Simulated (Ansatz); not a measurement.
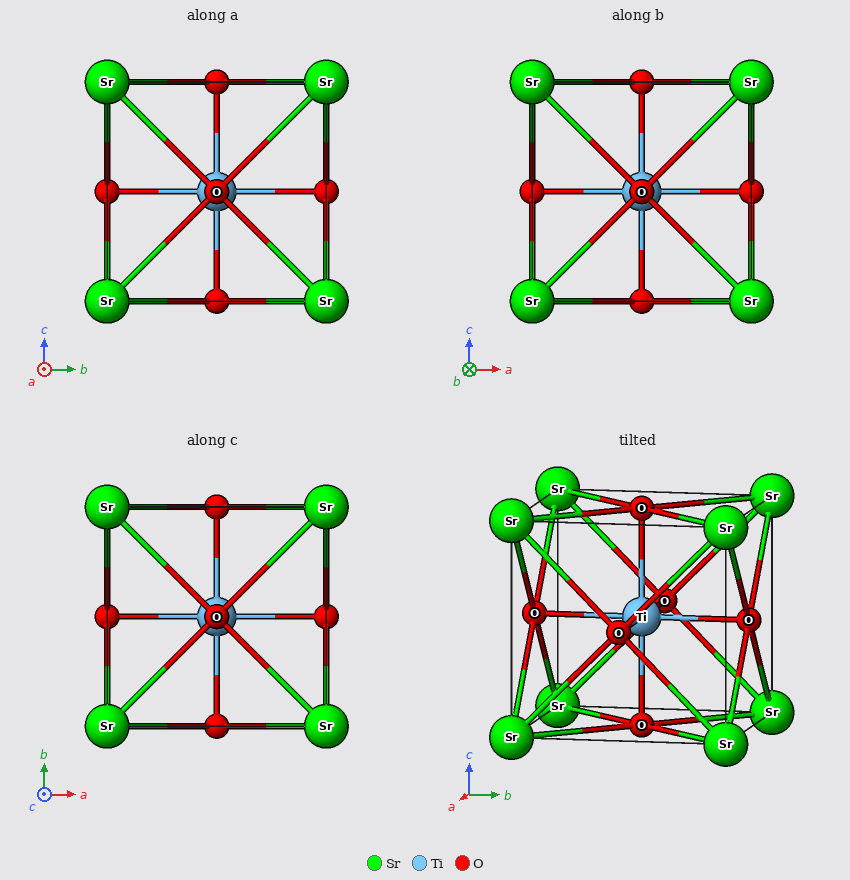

Drawn in the ball-and-stick manner and seen along the a axis, along the b axis, along the c axis and slightly off an axis. One conventional unit cell is framed, with atoms on its boundary repeated.

Lattice parameters: a = 3.9069 Å, b = 3.9069 Å, c = 3.9069 Å, α = 90.000°, β = 90.000°, γ = 90.000°.

Give the atomic positions as a CIF in P1 with every atom of the cell.

Answer.
```cif
data_structure
_symmetry_space_group_name_H-M 'P 1'
_symmetry_Int_Tables_number 1
_cell_length_a 3.9069
_cell_length_b 3.9069
_cell_length_c 3.9069
_cell_angle_alpha 90.000
_cell_angle_beta 90.000
_cell_angle_gamma 90.000
_cell_volume 59.63
loop_
_atom_site_label
_atom_site_type_symbol
_atom_site_fract_x
_atom_site_fract_y
_atom_site_fract_z
_atom_site_occupancy
Sr1 Sr 0.0000 0.0000 0.0000 1
Ti1 Ti 0.5000 0.5000 0.5000 1
O1 O 0.5000 0.5000 0.0000 1
O2 O 0.5000 0.0000 0.5000 1
O3 O 0.0000 0.5000 0.5000 1
```

The cell started as a structure type filled with these elements by a generator (whether the compound takes this form wasn't checked). A relaxation with Ansatz, DFT, r2SCAN, plane waves, PAW gave the geometry drawn.
